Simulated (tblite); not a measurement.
## Molecular dynamics of C5H10O2 (part 2 of 2)

Continued. System: C5H10O2 (isopropyl acetate), SMILES CC(=O)OC(C)C. Method: GFN2-xTB Langevin dynamics, gas phase (tblite 0.8.0). 

Geometry of the input (Å):
```
C  -2.8725  -0.8291  2.4800
C  -1.3772  -1.0134  2.5421
O  -0.7065  -0.8583  3.5291
O  -0.8930  -1.3778  1.3547
C  0.5256  -1.5880  1.2446
C  1.2200  -0.2594  0.9657
C  0.7421  -2.5981  0.1274
H  -3.2457  -1.1054  1.4995
H  -3.3394  -1.4389  3.2494
H  -3.1082  0.2122  2.6878
H  0.8791  -1.9898  2.2033
H  1.0427  0.4312  1.7866
H  2.2901  -0.4165  0.8658
H  0.8355  0.1767  0.0463
H  0.2134  -3.5220  0.3466
H  0.3679  -2.1975  -0.8112
H  1.8018  -2.8129  0.0259
```

### Trajectory as extended XYZ, continued
```
17
Properties=species:S:1:pos:R:3:forces:R:3 step=2925 time_fs=4387.5 energy=-651.38689 temperature=282.1
C    -3.3489    0.5888   -0.9441   -0.6830   0.8520   0.2330
C    -2.5584    0.2616    0.3091    0.5990   0.4750  -0.7930
O    -1.3580    0.1170    0.2545   -0.5290  -0.0960   0.6580
O    -3.3511    0.2136    1.3551    0.1270  -0.1040   1.1600
C    -2.8802    0.0748    2.7401    0.7180   1.0380  -0.4740
C    -3.7788   -0.8775    3.4625   -1.6080  -0.3780   0.1600
C    -2.8583    1.4817    3.4322    1.0180  -1.4590   1.8240
H    -4.4354    0.5594   -0.8292    0.2460  -0.1920   0.2860
H    -3.1133    1.5840   -1.3362    0.1930  -0.0170   0.4320
H    -3.0433   -0.0700   -1.7066    0.2730  -0.9660  -0.8490
H    -1.8409   -0.3582    2.8106   -0.7050   0.5020  -0.6200
H    -3.7756   -1.8706    3.0522    0.0530  -0.3490  -0.7530
H    -3.4080   -1.0405    4.4449    0.2420   0.2520   1.0220
H    -4.8573   -0.5839    3.5311    0.9830   0.1420  -0.1720
H    -2.0064    2.1146    3.1032   -0.9070  -0.4330   0.0240
H    -3.8169    1.9797    3.4572    0.0250   0.0900  -0.5640
H    -2.6686    1.2042    4.5438   -0.0460   0.6420  -1.5750
17
Properties=species:S:1:pos:R:3:forces:R:3 step=3150 time_fs=4725.0 energy=-651.42676 temperature=359.3
C    -2.1175   -0.0235   -1.1142   -1.6330   0.4270  -0.0540
C    -1.8349   -0.1344    0.3368    1.3310  -0.0500   2.4250
O    -0.8368   -0.6330    0.8570   -1.4320   0.4300  -1.2300
O    -2.7560    0.4871    1.1214   -0.1990  -0.8430  -0.9220
C    -2.6095    0.4099    2.5578   -0.7810   3.1190  -0.9090
C    -3.1463   -0.8601    3.1457    0.5190   0.1940   0.6050
C    -3.4034    1.7041    3.0580    1.5850  -0.2370   0.4540
H    -3.0173   -0.6312   -1.3724    0.8260   0.0600   0.1690
H    -2.4715    1.0075   -1.3266    0.6070  -0.4710   0.0300
H    -1.2438   -0.3199   -1.6585    0.1420  -0.0250  -0.3940
H    -1.5417    0.6208    2.6986   -0.0370  -0.5150   0.5490
H    -2.6705   -1.6527    2.6036   -0.0070  -0.6920  -0.1900
H    -2.7810   -0.9041    4.1860   -0.5050  -0.1020  -0.3540
H    -4.2348   -0.9251    3.0789    0.3210   0.0360   0.0750
H    -2.9265    2.6803    2.7554   -0.6130  -1.2100  -0.3930
H    -4.4671    1.6653    2.8289    0.3920   0.0040  -0.0560
H    -3.2207    1.7103    4.1319   -0.5170  -0.1250   0.1950
17
Properties=species:S:1:pos:R:3:forces:R:3 step=3375 time_fs=5062.5 energy=-651.10364 temperature=428.2
C    -0.6924    0.0172   -0.9281   -0.9660   2.8940   0.3050
C    -0.9162   -0.1520    0.5523    0.1690  -1.8030  -0.3240
O    -0.1951   -0.7104    1.3440    0.0890   0.7180  -0.1470
O    -2.1908    0.1240    0.7523   -1.0320   0.4990   1.0630
C    -2.6839    0.0418    2.1168    2.0660   0.9220   1.0600
C    -3.8542   -0.8583    2.2575   -1.2890   0.5940   1.3500
C    -2.8570    1.4948    2.6717   -0.1160  -1.0250   0.0450
H     0.2523    0.5265   -1.1319   -0.0450  -0.3600  -0.0300
H    -0.7415   -0.9475   -1.3925   -0.2370  -0.0240  -0.4030
H    -1.5512    0.8063   -1.1668    1.6130  -1.9640  -0.3640
H    -1.8222   -0.4004    2.6828   -0.4320   0.1720  -0.1850
H    -3.6572   -1.8643    2.0168    0.5810  -1.1480   0.0140
H    -4.3434   -0.7828    3.2670    0.8810  -0.1420  -0.6920
H    -4.6101   -0.5574    1.5947   -1.1440   0.5990  -1.1280
H    -2.3567    2.2049    2.0834    1.0460   0.6520  -1.1420
H    -3.8569    1.8498    2.6614   -1.1510  -0.1840   0.1390
H    -2.4451    1.6261    3.6579   -0.0340  -0.4000   0.4390
17
Properties=species:S:1:pos:R:3:forces:R:3 step=3600 time_fs=5400.0 energy=-651.44256 temperature=419.8
C    -1.0089    0.6264   -1.0337    0.8100   1.8260  -1.1010
C    -1.0684    0.0749    0.3316    0.4450  -0.4180  -1.0970
O    -0.1668   -0.5691    0.7794    0.1550  -0.5700   1.2470
O    -2.2272    0.4047    0.8508   -0.2810  -0.6590   1.8950
C    -2.5295   -0.2128    2.1554   -0.9420   0.1620  -0.3310
C    -3.9119   -0.8813    1.9882   -0.5670  -0.0020   0.4650
C    -2.4540    0.8666    3.2794   -0.5130  -1.2470  -0.7200
H     0.0275    0.7805   -1.4001   -0.5000  -0.3760   0.3630
H    -1.5490    0.0823   -1.7901   -0.2800  -0.2180   0.0590
H    -1.4370    1.6190   -0.8890   -0.2210   0.1330  -0.6320
H    -1.8307   -1.0241    2.3014    0.5800  -0.0810   0.1740
H    -3.9317   -1.5916    1.1296    0.2840   0.2940   0.9290
H    -4.2145   -1.3584    2.9604    0.4330   0.1490  -1.0920
H    -4.7008   -0.1569    1.7592    0.3020   0.1410   0.0900
H    -1.4260    1.2454    3.2827   -0.5470   0.0950   0.2700
H    -3.2023    1.5893    2.9622    0.3310   0.4240   0.3440
H    -2.7673    0.4330    4.2598    0.5090   0.3490  -0.8600
17
Properties=species:S:1:pos:R:3:forces:R:3 step=3825 time_fs=5737.5 energy=-651.47120 temperature=395.6
C    -1.0916    1.0827   -0.4921    1.4130   0.6630   1.0470
C    -1.0807   -0.0286    0.5122   -1.4270   0.4390  -1.4840
O    -0.1065   -0.6283    0.8220    0.6670  -0.7480   1.0120
O    -2.3781   -0.3381    0.7589    1.5880  -0.1360   0.8370
C    -2.5659   -1.2782    1.8023   -0.2510  -0.9860   0.8580
C    -4.0659   -1.5163    1.8047   -0.7560  -0.0010  -0.0230
C    -2.0603   -0.7763    3.1735    1.0650  -0.4510  -0.2130
H    -1.4863    0.6399   -1.3491   -0.7520  -0.2730  -1.5040
H    -1.6797    1.9021   -0.1271   -0.3400   0.3160  -0.0840
H    -0.0622    1.4074   -0.6778   -0.2300   0.0070  -0.0150
H    -1.9790   -2.2412    1.6627   -0.5930   0.8910  -0.5180
H    -4.4373   -1.9856    0.8866    0.3950  -0.0440   0.1540
H    -4.3495   -2.1411    2.6486   -0.0280   0.0590  -0.0230
H    -4.6047   -0.5541    1.8583    0.3850  -0.3370   0.2120
H    -0.9828   -0.4926    3.0301   -1.1070   0.1030   0.3720
H    -2.6663   -0.0170    3.6313   -0.0380   0.6860  -0.3050
H    -2.0629   -1.5849    3.9085    0.0080  -0.1880  -0.3220
17
Properties=species:S:1:pos:R:3:forces:R:3 step=4050 time_fs=6075.0 energy=-651.26679 temperature=307.5
C    -0.6851    1.3981   -0.9023   -0.4340  -0.1880   1.3160
C    -0.6394    0.1428   -0.0411    2.7670   0.0600   0.7590
O     0.4821   -0.2948    0.2477   -2.1130  -0.1210  -0.4300
O    -1.7778   -0.2608    0.4772   -0.4680  -0.3000  -0.4660
C    -1.9547   -1.5918    1.0208   -0.0840   0.3190   0.8320
C    -3.4029   -1.9542    0.8203   -0.8730  -1.9580  -0.8590
C    -1.6142   -1.6402    2.5354   -0.8970  -0.6060  -1.2860
H    -1.2590    1.2917   -1.7984   -0.0580  -0.1120  -0.4260
H    -1.1068    2.1933   -0.2973   -0.4200   0.1170   0.0470
H     0.3443    1.6636   -1.0177    0.4910   0.0720  -0.7150
H    -1.3101   -2.2955    0.4915    0.1460   0.0810  -0.1540
H    -3.6774   -1.9611   -0.2906    0.2700   0.0210   1.5690
H    -3.5294   -3.0199    1.2405    0.0510   1.4270  -0.8380
H    -4.1007   -1.3335    1.3765    0.2250   0.1960  -0.1930
H    -0.5557   -1.6138    2.5554    0.7860   0.6590   0.7880
H    -2.2237   -0.9172    3.0410    0.5100   0.8440   0.2520
H    -1.9490   -2.5728    2.9683    0.1010  -0.5080  -0.1940
17
Properties=species:S:1:pos:R:3:forces:R:3 step=4275 time_fs=6412.5 energy=-651.24863 temperature=236.0
C    -0.2093    1.9785   -0.5867   -0.9130   1.2140  -0.0780
C     0.0307    0.5659   -0.1786    0.0830  -2.2550  -1.0930
O     1.0202   -0.1298   -0.4478   -2.1850   1.8000   0.9970
O    -1.1444    0.0664    0.3241    1.6660  -0.6490  -0.3560
C    -1.1836   -1.3688    0.6824    1.3550   1.6310   0.9770
C    -2.4602   -1.8990    0.2054   -2.4460  -0.1750  -2.5900
C    -1.1215   -1.3791    2.2345   -1.0800  -1.3870  -1.3530
H    -0.7218    2.0843   -1.5704    0.8400  -0.5940   0.2730
H    -0.9717    2.4905    0.0369    0.6450  -0.5030   0.2700
H     0.7147    2.5420   -0.5720    0.0680   0.0520  -0.1740
H    -0.3011   -1.8794    0.1988   -0.6860   0.4780   0.5560
H    -2.4134   -2.0258   -0.9469   -0.1840   0.1110   1.6950
H    -2.7019   -2.8643    0.6365    0.1320  -0.0780  -0.0280
H    -3.3610   -1.2249    0.3905    1.3270  -0.6230  -0.0240
H    -0.1652   -1.1422    2.5582    1.9090  -0.1640   0.5890
H    -1.7176   -0.5913    2.6261   -1.0010   0.3940   0.1610
H    -1.4904   -2.3750    2.5542    0.4730   0.7480   0.1770
17
Properties=species:S:1:pos:R:3:forces:R:3 step=4500 time_fs=6750.0 energy=-651.14883 temperature=222.0
C     0.4692    1.8702   -0.3094   -0.7320  -0.7660   0.6190
C     0.4451    0.3725   -0.1630   -2.0650   0.0810   0.0950
O     1.3373   -0.3638    0.1155    0.3590  -0.2870  -0.0730
O    -0.8753   -0.0205   -0.3234    1.2980  -0.0650  -0.3440
C    -1.1610   -1.3989   -0.1250   -2.0700   0.2200   2.3650
C    -2.5043   -1.7849   -0.7579   -0.4940   0.2400  -1.6760
C    -1.4027   -1.6058    1.4278    1.2500   0.7200   0.1580
H     1.2224    2.1144   -0.9923    1.1770   0.5880  -0.7910
H    -0.4960    2.1703   -0.6937   -0.1200   0.2330   0.0930
H     0.6599    2.2887    0.6740    0.0460   0.1850  -0.0820
H    -0.3518   -2.0195   -0.4871    0.2460  -0.1140   0.0590
H    -2.2965   -1.8199   -1.9039   -0.9970   0.2640   1.7920
H    -2.8541   -2.7917   -0.4485    0.6180   0.5600  -0.2000
H    -3.3714   -1.0901   -0.4479    1.6320  -0.7260  -0.8370
H    -0.5062   -1.1619    2.0064   -1.5260  -0.9220  -0.7450
H    -2.3603   -1.2639    1.8591    0.5970   0.8650  -0.7220
H    -1.5382   -2.6494    1.5714    0.7800  -1.0760   0.2900
17
Properties=species:S:1:pos:R:3:forces:R:3 step=4725 time_fs=7087.5 energy=-651.31771 temperature=341.8
C    -0.4816    1.9185   -0.5044   -0.9200   0.0060   0.1220
C    -0.5396    0.3903   -0.5465   -2.1010   2.2870   0.5470
O     0.3412   -0.3077   -0.8894    1.5380  -1.3210  -0.5720
O    -1.7725   -0.0272   -0.1581    0.7320   1.0370  -1.0350
C    -1.9667   -1.4155   -0.2820    1.1610  -1.1420  -0.3750
C    -3.3739   -1.7007   -0.6988   -0.9310  -0.0180  -0.9860
C    -1.6613   -1.9399    1.1093    0.8290   1.2400  -0.5650
H     0.5213    2.2287   -0.2515    0.1000   0.0790   0.2040
H    -0.7108    2.3581   -1.5007    0.0050  -0.4860   0.6620
H    -1.2436    2.2696    0.2395    0.8030  -0.1630  -0.7280
H    -1.1733   -1.8037   -1.0074   -1.0280   0.2550   0.5030
H    -3.6273   -1.0118   -1.5098   -0.0810  -0.0230   0.0080
H    -3.5646   -2.7193   -1.1103    0.3760   0.6780   0.7090
H    -4.0365   -1.4631    0.1369   -0.0340  -0.3170  -0.1950
H    -0.6857   -1.4639    1.3155   -0.2970  -0.3900   0.5410
H    -2.4360   -1.4488    1.7193    0.4680  -1.1620   0.3480
H    -1.4837   -2.9898    1.0222   -0.6210  -0.5610   0.8120
17
Properties=species:S:1:pos:R:3:forces:R:3 step=4950 time_fs=7425.0 energy=-651.20896 temperature=400.1
C    -0.9004    2.1971   -1.7847   -1.3270   0.9920  -0.6670
C    -1.2268    0.6787   -1.8632    0.6370   2.7080   2.7340
O    -0.6472   -0.0341   -2.5991    0.1040  -1.5000  -1.4430
O    -1.9220    0.3225   -0.7541    0.1980   0.5460  -1.2660
C    -2.3267   -1.0205   -0.6588   -0.4770  -1.3400   0.6170
C    -3.6504   -1.1913   -1.4058   -1.4910  -0.6120   0.8550
C    -2.4033   -1.3368    0.8353   -0.5290  -1.1080  -0.5110
H     0.1640    2.3672   -2.0069   -0.5570  -0.1880   0.2820
H    -1.4924    2.8163   -2.5177    0.6030  -1.0370  -0.0650
H    -1.2568    2.7228   -0.8814    0.6540  -0.9190   0.1680
H    -1.5982   -1.7118   -1.1052    0.1860   0.3500  -0.2740
H    -3.4653   -0.7535   -2.3529   -0.2930   0.4740  -0.9910
H    -3.9397   -2.2538   -1.5900    0.4650   0.7080   0.3780
H    -4.5728   -0.7062   -0.9105    1.6420  -0.4770  -0.5910
H    -1.5855   -0.8739    1.3129    0.5880   0.9100   0.6820
H    -3.3736   -1.0034    1.1581   -0.0620   0.2270   0.6200
H    -2.2818   -2.4029    1.0902   -0.3410   0.2650  -0.5270
17
Properties=species:S:1:pos:R:3:forces:R:3 step=5175 time_fs=7762.5 energy=-650.95619 temperature=271.3
C    -1.1164    2.1966   -2.9103   -0.2110  -0.1750   0.3650
C    -1.9114    0.9506   -2.3361    2.1440   2.8320  -0.2220
O    -1.9871    0.0084   -3.0382   -0.7400  -2.2620  -0.8050
O    -2.3128    1.0956   -1.0877   -0.3000  -0.4010   0.1310
C    -3.0298   -0.0287   -0.4893   -1.0090   0.8860   0.8030
C    -4.3871   -0.1426   -1.1664   -1.4510   2.3620  -0.6020
C    -3.0821    0.2412    1.0585    0.4920   0.8730  -1.4030
H    -0.0285    2.0387   -3.1161   -0.8570  -0.0760   1.1690
H    -1.4322    2.4285   -3.8982   -0.8540  -0.5200  -1.1780
H    -1.3946    3.1192   -2.4249    0.6140   0.0370   0.9400
H    -2.5248   -0.9224   -0.6523    1.4060  -1.5600  -0.5020
H    -4.3636   -0.1994   -2.2788    0.5400  -0.1040   0.7930
H    -5.1023   -0.8904   -0.8621    0.4450  -0.4340   0.5370
H    -4.9055    0.8560   -0.9585    0.4120  -1.0450  -0.2620
H    -2.1041    0.7944    1.2500   -1.6290  -0.4980   0.2180
H    -4.0138    0.7976    1.2228    0.7270   0.3790   0.2900
H    -3.1553   -0.6410    1.6774    0.2710  -0.2940  -0.2720
17
Properties=species:S:1:pos:R:3:forces:R:3 step=5400 time_fs=8100.0 energy=-651.45972 temperature=335.4
C    -1.4407    2.1779   -3.3202   -0.6000  -0.2070  -0.5340
C    -1.7818    1.0467   -2.4115   -0.2540   0.2240   0.7980
O    -1.3146   -0.0577   -2.4414    0.1620  -0.1340  -0.1970
O    -2.7135    1.4480   -1.5613   -1.1350  -0.9130   0.6210
C    -3.3077    0.4408   -0.6599    1.4480   0.5060   0.7750
C    -4.6492   -0.0342   -1.0921    0.1090  -1.3760  -0.5130
C    -3.4453    1.1405    0.6739    0.0250   0.9600   1.1570
H    -0.4245    2.0055   -3.6009    0.5200   0.4610  -0.4590
H    -2.1266    1.9879   -4.1458    0.2750   0.0750  -0.5120
H    -1.6986    3.1832   -2.9867    0.3930  -0.3370   0.4050
H    -2.5644   -0.3941   -0.5746   -0.4900   0.4920  -0.1670
H    -4.6251   -0.1927   -2.1377    0.0140  -0.4750  -1.2770
H    -4.9994   -0.9719   -0.6268    0.4850   0.5190   0.0300
H    -5.3517    0.7160   -0.9432   -1.3570   1.3120   0.5130
H    -2.4460    1.3616    1.0951   -0.5910  -0.0870  -0.1110
H    -4.0280    2.1031    0.6559    0.6840  -0.8190  -0.5200
H    -4.0140    0.5219    1.3689    0.3120  -0.2010  -0.0090
```

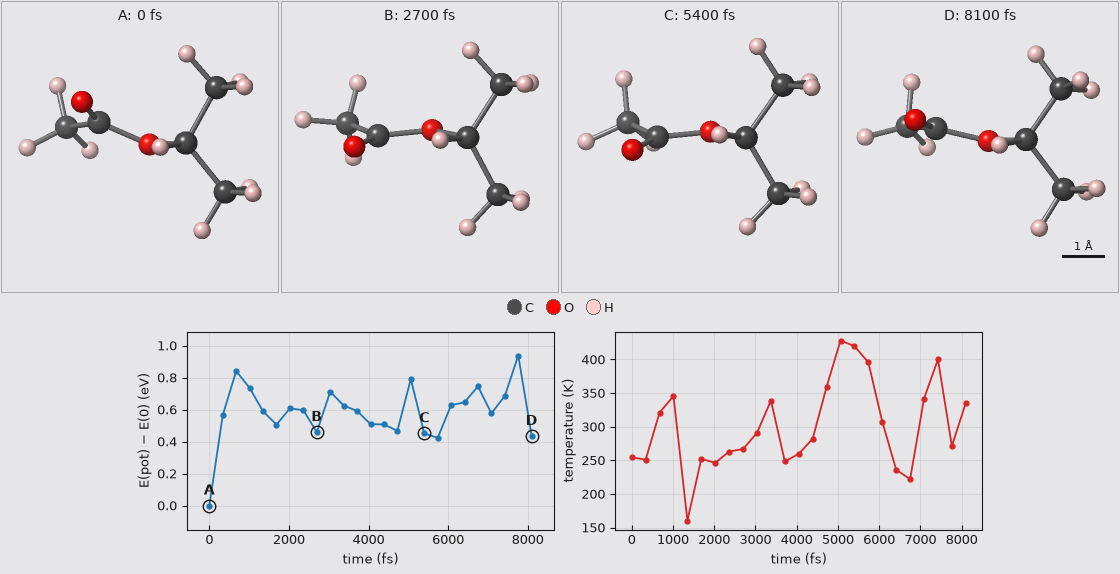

*Frames of the molecular dynamics (ball-and-stick, seen at a tilt) above the curves, on which the letters mark them.*

The trajectory kept here has 25 frames over 8100 fs. The temperature starts at 254 K, ranges from 160 to 428 K and averages 328 K over the second half. The potential energy ends 0.435 eV above its first value. After an unweighted best fit of the last frame on the first, the root-mean-square displacement is 0.79 Å, and H9 has moved furthest (1.87 Å).

### Key numbers

```tsv
quantity	value
outcome	finished
mean temperature over the second half	328 K
trajectory	25 frames kept, 8100 fs
wall time	28 s
peak memory	0.33 GiB
```
